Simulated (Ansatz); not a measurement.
## Electronic structure of CH2FSSn (doublet) in real space

The calculation's input:

```
crystal:
  periodic: [false, false, false]
  atoms:
    - symbol: C
      position_ang: [1.272624, 0.627602, 0.684444]
    - symbol: F
      position_ang: [-1.474329, 2.096151, 0.503915]
    - symbol: S
      position_ang: [0.664980, -0.165784, 2.090398]
    - symbol: Sn
      position_ang: [-1.225460, 0.130499, 0.300751]
    - symbol: H
      position_ang: [0.967999, 1.669473, 0.464277]
    - symbol: H
      position_ang: [2.181414, 0.249249, 0.184162]
basis:
  gaussian:
    orbitals: def2-TZVPD
magnetization:
  spin_polarized: true
  initial_magnetization: 1
hamiltonian:
  xc: pbe0
output:
  forces: true
  orbitals: {seedname: orbitals}
```

Launched as:

```sh
ansatz run input.yaml --threads 1 --pin off --max-ram 2610MiB --events-out events.jsonl --progress --plain --runs-dir runs
```

Geometry: PBE-D3(BJ)/def2-SVP; core potentials replace the inner electrons of Sn.

The calculation used isolated molecule in a Gaussian basis; Kohn-Sham density functional theory, functional PBE0 in Ansatz.

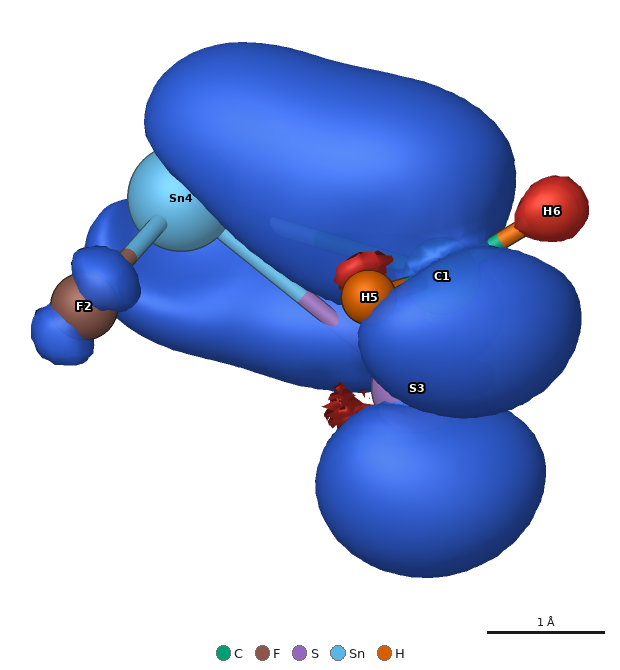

Figure 1. Isosurfaces of the spin density at +0.015 (blue) and −0.015 e/Å³ (red), seen from one side.

### Which atoms carry the spin?

The unpaired spin (1 electron) lies mostly on C1 (about 0.4), S3 (about 0.3) and Sn4 (about 0.2), in electrons by Hirshfeld's partition.

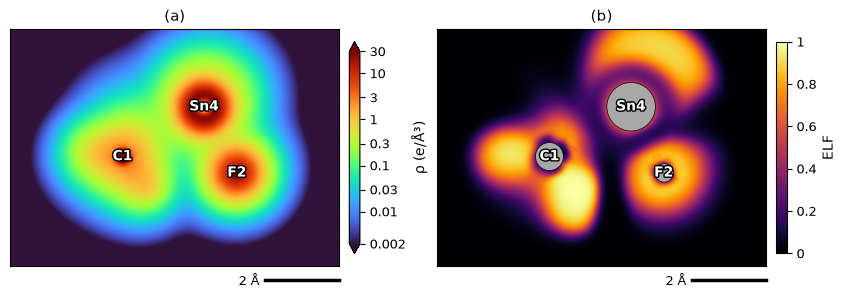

Figure 2. (a) electron density; (b) electron localisation function on the plane of atoms C1, Sn4 and F2. Grey discs cover the atomic cores in the ELF map.

### Interpret the plot.

The plane passes through C, F and Sn nuclei.
Sn–F (1.99 Å): ρ at the midpoint is about 0.71 e/Å³; the ELF peaks at about 0.80 in the valence shell of F, 0.6 Å from its nucleus, and drops to about 0.15 between the two atoms.
C–Sn (2.58 Å): ρ at the midpoint is about 0.28 e/Å³; the ELF peaks at about 0.75 in the valence shell of C, 0.7 Å from its nucleus, and is about 0.25 at the midpoint.
The ELF also peaks beside F2, away from the bonds: non-bonding electrons, paired or unpaired.

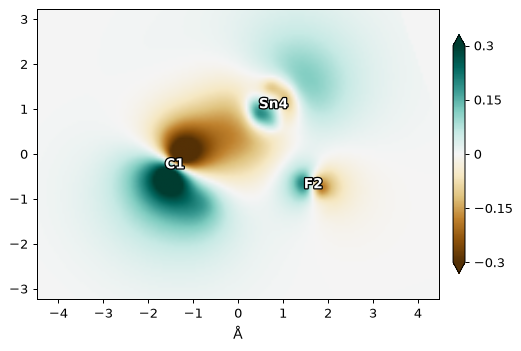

Figure 3. The LUMO (β) on the plane of atoms C1, Sn4 and F2 (values in Å⁻³ᐟ²; the overall sign is arbitrary).

### Describe this orbital and give its energy.

It lies mainly on Sn4 (about 40 %), S3 (about 25 %) and C1 (about 25 %). Its energy is −3.60 eV.
